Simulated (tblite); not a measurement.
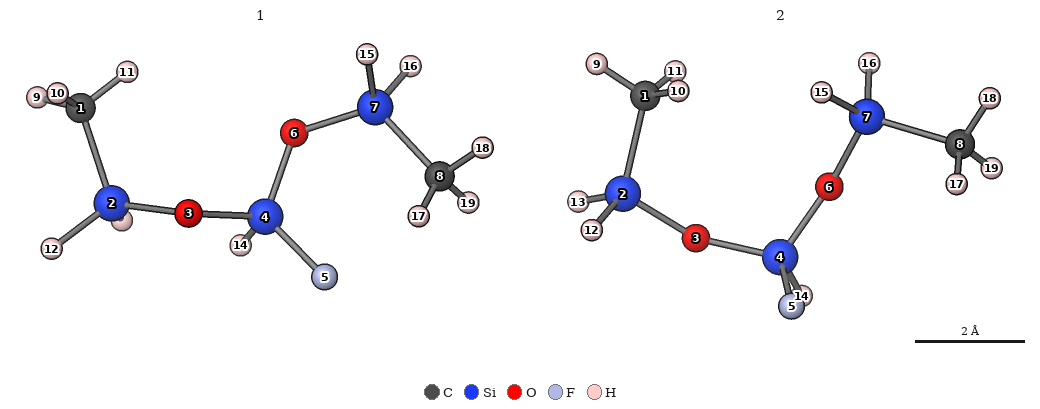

Two geometries of C2H11FO2Si3, drawn at one scale. One is the start of a relaxation, the other its converged end. Style: ball-and-stick. Shown face on.

Level of theory: tblite 0.8.0, GFN2-xTB geometry optimisation, gas phase. 

Q: Which geometry has the lower energy?

A: Structure 2 is the relaxed one. H10 moves most after the best rigid fit: 1.87 Å. By element the largest moves are H 1.87 Å, O 1.60 Å, F 1.15 Å, Si 0.88 Å, C 0.86 Å. Among the contacts that change: Si2–Si4 2.852 → 3.155 Å, O3–Si4 1.730 → 1.600 Å, Si2–O3 1.725 → 1.632 Å, Si4–F5 1.672 → 1.603 Å. Bond angles that change, for instance: Si2–O3–Si4 111.3° → 154.9°, Si4–O6–Si7 120.9° → 159.7°, O3–Si2–H13 114.0° → 102.6°. Groups turn about Si2–O3 by about 135°, O3–Si4 by about 130°, O6–Si7 by about 85°. Over 229 geometry steps the energy falls by 144.2 kJ/mol.
